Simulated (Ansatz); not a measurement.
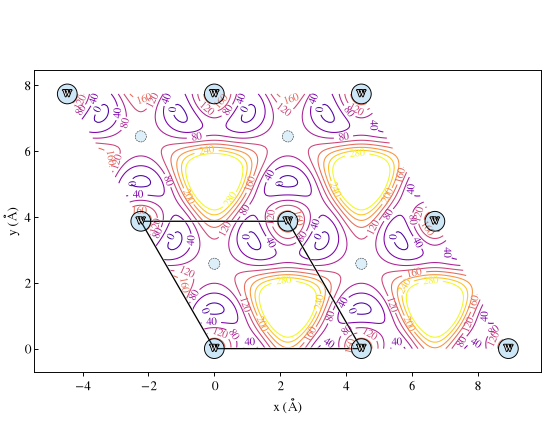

Energy landscape of Si on a W(111) slab cut from the Im-3m phase, its upper half relaxed before the scan (6 atoms of substrate and one adsorbate in a 1 × 1 cell). Si is moved over the surface cell at a fixed height above a rigid substrate; the origin of the map has the adsorbate above W6; the height is held at 2.50 Å. Places are given modulo a cell vector. The map is drawn in real space over the plane of the surface. The grid has 9 × 9 points; 19 points were computed and 62 follow by symmetry. All energies are given in meV relative to the lowest grid point. The runs have no spin polarisation, so an open-shell adsorbate far from the surface lies too high. With one adsorbate in each 1 × 1 cell, its nearest image is 4.5 Å away, so neighbouring adsorbates interact. At a fixed height the lowest place need not be the adsorption site. These are results of DFT PBE+D3(BJ), scalar-relativistic, plane waves, PAW (Ansatz 0.2.0), not measurements. Settings: cutoff 420 eV, k-mesh 6×6×1, gaussian smearing 0.1 eV, no spin polarisation.

The picture shows contour lines labelled in meV (none above 280), labelled circles for the atoms of the top layer and small ones for the second layer, the outline of one cell of the 2 × 2 shown. Between grid points the surface is interpolated. 

Question: What does the map say about the system?

Answer: The lowest grid point is at (1/9, 3/9) of the cell vectors [nearest 1 W at 2.82 Å]. The same energy is found at (1/9, 7/9) of the cell vectors [nearest 1 W at 2.82 Å]; (6/9, 7/9) of the cell vectors [nearest 1 W at 2.82 Å]. The highest grid point, a threefold hollow over a third-layer W atom, (6/9, 3/9) of the cell vectors, lies 488 meV above the lowest. At the lowest point the adsorbate has 1 W at 2.82 Å as nearest neighbours, at the highest 3 W at 3.59 Å.

Grid values (meV):

| second ↓, first → | 0/9 | 1/9 | 2/9 | 3/9 | 4/9 | 5/9 | 6/9 | 7/9 | 8/9 |
| --- | --- | --- | --- | --- | --- | --- | --- | --- | --- |
| 8/9 | 122 | 28 | 0 | 77 | 129 | 77 | 0 | 28 | 122 |
| 7/9 | 29 | 0 | 45 | 98 | 98 | 45 | 0 | 29 | 62 |
| 6/9 | 67 | 77 | 98 | 101 | 98 | 77 | 67 | 83 | 83 |
| 5/9 | 174 | 129 | 98 | 98 | 129 | 174 | 219 | 242 | 219 |
| 4/9 | 174 | 77 | 45 | 77 | 174 | 304 | 400 | 400 | 304 |
| 3/9 | 67 | 0 | 0 | 67 | 219 | 400 | 488 | 400 | 219 |
| 2/9 | 29 | 28 | 29 | 83 | 242 | 400 | 400 | 242 | 83 |
| 1/9 | 122 | 122 | 62 | 83 | 219 | 304 | 219 | 83 | 62 |
| 0/9 | 194 | 122 | 29 | 67 | 174 | 174 | 67 | 29 | 122 |

Each point was launched as `ansatz run input.yaml --threads 1 --pin off --max-ram 3072MiB --backend cpu --events-out ev --progress --plain --runs-dir out`. Time for the 19 points that were run: 22 min on 1 thread of Arm Neoverse N1, on a shared host.

PAW datasets: the set soft_1.
